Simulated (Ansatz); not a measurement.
**C$_{6}$H$_{6}$: one change and its effect**

System: C$_{6}$H$_{6}$.
Method of run 1: RKS PBE0-D4/def2-TZVPPD (Ansatz 0.2.0).

The geometry comes from this level: PBE0-D4/def2-TZVPPD. Text and figures count atoms from 1; the logs count them from 0 in places.

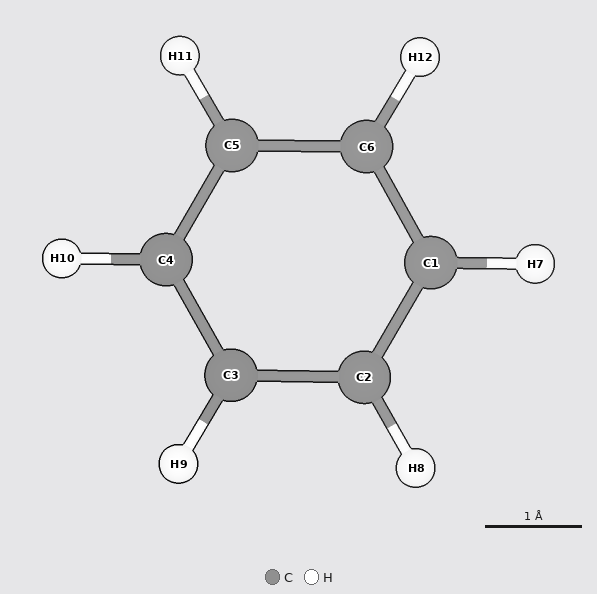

**Figure 1.** The structure (ball-and-stick view, seen on its broad side; atoms are numbered from 1 in the order of the input).

Input file, run 1:
```yaml
crystal:
  periodic: [false, false, false]
  atoms:
    - { symbol: C, position_ang: [-0.6753765, -1.18612871, 0.24221553] }
    - { symbol: C, position_ang: [0.7112105, -1.1669388, 0.27709973] }
    - { symbol: C, position_ang: [1.39298345, 0.01404187, -0.05505998] }
    - { symbol: C, position_ang: [0.67537167, 1.18601536, -0.24193246] }
    - { symbol: C, position_ang: [-0.71072482, 1.18465967, -0.18800605] }
    - { symbol: C, position_ang: [-1.39342787, -0.03150579, -0.03095849] }
    - { symbol: H, position_ang: [-1.20707991, -2.11987621, 0.4321121] }
    - { symbol: H, position_ang: [1.26307032, -2.07152838, 0.52685771] }
    - { symbol: H, position_ang: [2.47888833, 0.02141828, -0.13293107] }
    - { symbol: H, position_ang: [1.20706987, 2.1194595, -0.43332717] }
    - { symbol: H, position_ang: [-1.26188278, 2.11661429, -0.30155798] }
    - { symbol: H, position_ang: [-2.48006225, -0.06611109, -0.08870187] }
basis:
  gaussian: { orbitals: def2-TZVPPD.json }
hamiltonian:
  xc: pbe0
  dispersion: d4
```

Command:
```bash
ansatz run input.yaml --threads 8 --pin off --max-ram 22528MiB --backend cpu --events-out ev --progress --plain --runs-dir out
```

Hardware: 8 threads of Arm Neoverse V2, 24 GiB of memory available, shared host.

Output (run 1):
```
Engine: ansatz 0.2.0, aarch64-unknown-linux-gnu
Functional definition: PBE0
  parameter a = 0.25
  parameter kappa = 0.804
  parameter beta = 0.06672455060314922
  exchange = (1 - a)*pbe_x(kappa = kappa, mu = beta*pi^2/3) + a*exact_x
  correlation = pbe_c(beta = beta)
1398 factors; their error is unknown
mean field evaluation 1: about -6305.1956 eV, gradient 6.1e1 eV
mean field evaluation 2: about -6300.9947 eV, gradient 7.3e1 eV
mean field evaluation 4: about -6314.2935 eV, gradient 1.1e0 eV
mean field evaluation 8: about -6314.2814 eV, gradient 7.3e-1 eV
mean field evaluation 16: about -6314.2822 eV, gradient 2.5e-5 eV
mean field -6314.28215247 eV, -232.0455891293 hartree, gradient 2.5e-5 eV, S^2 0.000000; 0 other end points of the search recorded, 0 dependent functions left out
reference -6314.28218428 eV, -232.0455902981 hartree; 21, 21 occupied and 303, 303 virtual orbitals, 1398 factors
Total energy: -6314.52702451 eV, -232.0545880106 hartree
```

For run 2 the input was changed thus:
```diff
-  xc: pbe0
+  xc: r2scan
```

What does this change do to the results?

The total energies belong to different methods, so their difference says nothing on which is more stable or more accurate. The functional changes from PBE0 to r2SCAN. On the same kind of shared host run 2 took about 1.7 times as long.

Output (run 2):
```
Engine: ansatz 0.2.0, aarch64-unknown-linux-gnu
Functional definition: r2SCAN
  parameter k0 = 0.174
  parameter k1 = 0.065
  parameter a1 = 4.9479
  exchange = r2scan_x(k0 = k0, k1 = k1, a1 = a1)
  correlation = r2scan_c
1398 factors; their error is unknown
mean field evaluation 1: about -6306.2530 eV, gradient 6.9e1 eV
mean field evaluation 2: about -6294.5151 eV, gradient 9.8e1 eV
mean field evaluation 4: about -6318.2576 eV, gradient 1.7e0 eV
mean field evaluation 8: about -6318.2740 eV, gradient 2.7e-1 eV
mean field evaluation 16: about -6318.2166 eV, gradient 2.5e-4 eV
mean field -6318.21663855 eV, -232.1901788257 hartree, gradient 5.0e-5 eV, S^2 0.000000; 0 other end points of the search recorded, 0 dependent functions left out
reference -6318.21665177 eV, -232.1901793116 hartree; 21, 21 occupied and 303, 303 virtual orbitals, 1398 factors
Total energy: -6318.28880598 eV, -232.1928309298 hartree
```

The two runs side by side:

| quantity | run 1 | run 2 |
| --- | --- | --- |
| outcome | converged | converged |
| total energy (hartree) | −232.054588 | −232.192831 |
| basis functions | 324 | 324 |
| wall time (shared host) | 2 s | 3.4 s |
